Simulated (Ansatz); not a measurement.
# CH$_{3}$F$_{3}$Si (SMILES FC[SiH](F)F): what the fields show

Input file:

```
basis:
  gaussian: {orbitals: def2-TZVPD}
crystal:
  periodic: [false, false, false]
  atoms:
    - {symbol: C, position_ang: [-0.942693, 0.064072, -1.924079]}
    - {symbol: F, position_ang: [-0.883810, -1.325052, -1.917606]}
    - {symbol: F, position_ang: [-0.443063, 0.397806, 0.872600]}
    - {symbol: F, position_ang: [0.253809, 2.329828, -0.730321]}
    - {symbol: Si, position_ang: [0.194865, 0.719380, -0.576869]}
    - {symbol: H, position_ang: [-1.985656, 0.389639, -1.756748]}
    - {symbol: H, position_ang: [-0.636294, 0.438329, -2.918410]}
    - {symbol: H, position_ang: [1.562015, 0.165851, -0.626619]}
hamiltonian: {xc: pbe0}
output: {forces: true, orbitals: {seedname: orbitals}}
```

Launched as:

```sh
ansatz run input.yaml --threads 1 --pin off --max-ram 2610MiB --events-out events.jsonl --progress --plain --runs-dir runs
```

Geometry: B3LYP-D3(BJ)/def2-SVP.

The calculation used isolated molecule in a Gaussian basis; Kohn-Sham density functional theory, functional PBE0 (Ansatz).

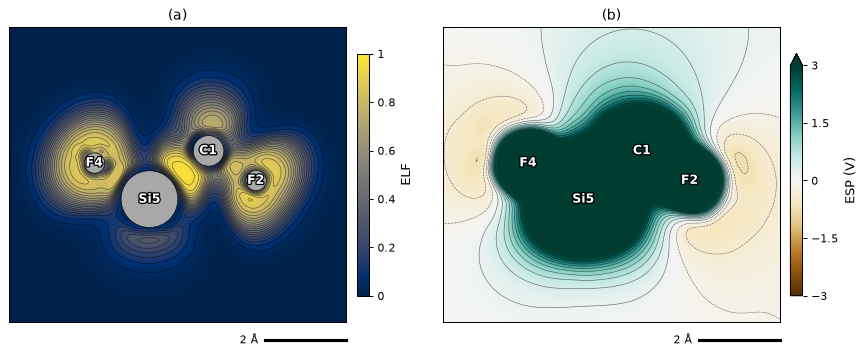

Figure 1. (a) ELF; (b) electrostatic potential on the plane of atoms C1, Si5 and F4. Grey discs cover the atomic cores in the ELF map.

Q: What do the fields say about this system?

A: The section cuts through C, F and Si sites.
C–F (1.39 Å): the ELF peaks at about 0.80 between the atoms: a polar covalent bond.
Si–F (1.62 Å): the ELF peaks at about 0.85 in the valence shell of F, 0.7 Å from its nucleus, and is about 0.50 at the midpoint.
C–Si (1.88 Å): the ELF peaks at about 1 between the atoms: a shared electron pair.
The ELF also peaks beside F2 and F4, away from the bonds: lone-pair regions.
Outside the dense part of the molecule the potential is most negative (−0.8 V) near F2.

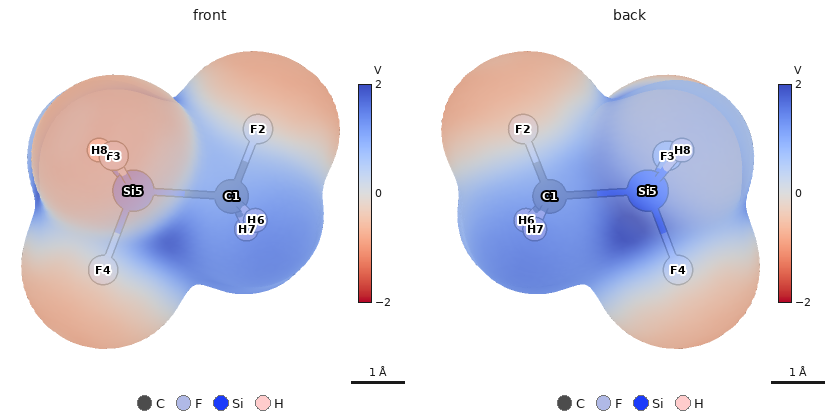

Figure 2. The electrostatic potential painted on the density surface at 0.002 e/bohr³, seen from the front and from behind; the colour scale runs from red (negative) to blue (positive).

Q: Which sites attract a positive test charge, and which a negative one?

A: A positive charge is drawn to the negative regions and a negative charge to the positive ones. The most negative region (about −0.7 V, or −16 kcal/mol for a unit charge) lies over F2 and F3, the most positive (about +1.9 V, or +44 kcal/mol for a unit charge) over Si5.

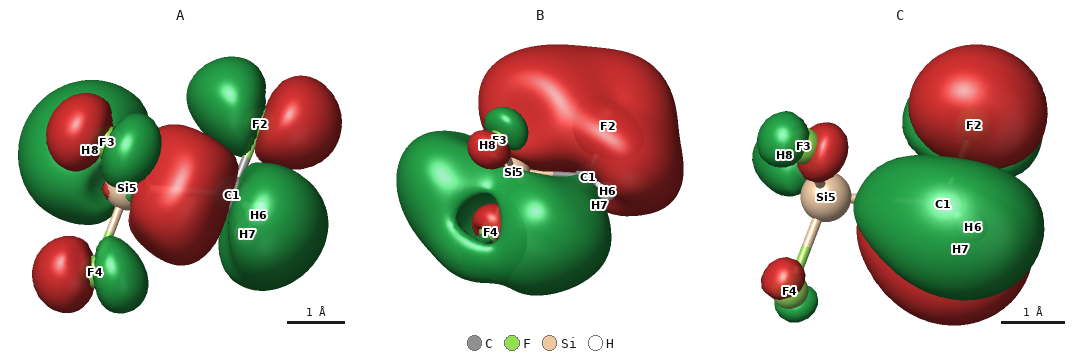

Figure 3. Three frontier orbitals at ±0.05 Å⁻³ᐟ² (green and red are the two phases), in no order.

Q: Order the three orbitals by energy and name them.

A: C is the HOMO−1 (−10.49 eV). Its weight (Hirshfeld) is mainly on F2 (about 50 %), C1 (about 25 %), H7 (about 10 %) and H6 (about 10 %). A is the HOMO (−9.24 eV). By Hirshfeld shares it lies mainly on C1 (about 30 %), F2 (about 25 %), Si5 (about 20 %) and H8 (about 10 %). B is the LUMO (−0.27 eV). It lies mainly on Si5 (about 45 %), C1 (about 15 %), F2 (about 10 %), F4 (about 10 %) and H8 (about 5 %).

Q: What is the HOMO–LUMO gap?

A: 8.97 eV between the orbital energies.
